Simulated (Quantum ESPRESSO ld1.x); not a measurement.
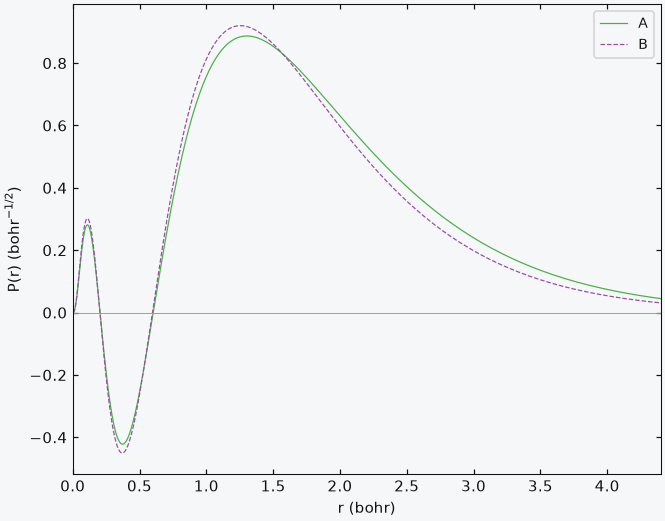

The Re³⁺ ion was computed in two configurations: [Xe] 4f12 5d4 6s2 (4f5/2: 6, 4f7/2: 6, 5d3/2: 4); [Xe] 4f13 5d4 6s1 (4f5/2: 6, 4f7/2: 7, 5d3/2: 4). Computed with Quantum ESPRESSO ld1.x 7.5: Dirac Kohn-Sham, BLYP, spin-unpolarised, spherical densities, point nucleus.

The plot shows P(r) = r R(r) of the 5d3/2 orbital in both runs (large components where relativistic).

Question: Which curve belongs to which run?

Answer: A is [Xe] 4f13 5d4 6s1 (4f5/2: 6, 4f7/2: 7, 5d3/2: 4) (⟨r⟩ = 1.57 bohr, eigenvalue −37.8 eV); B is [Xe] 4f12 5d4 6s2 (4f5/2: 6, 4f7/2: 6, 5d3/2: 4) (⟨r⟩ = 1.49 bohr, eigenvalue −42.6 eV). The orbital is smaller where the other electrons screen the nucleus less.
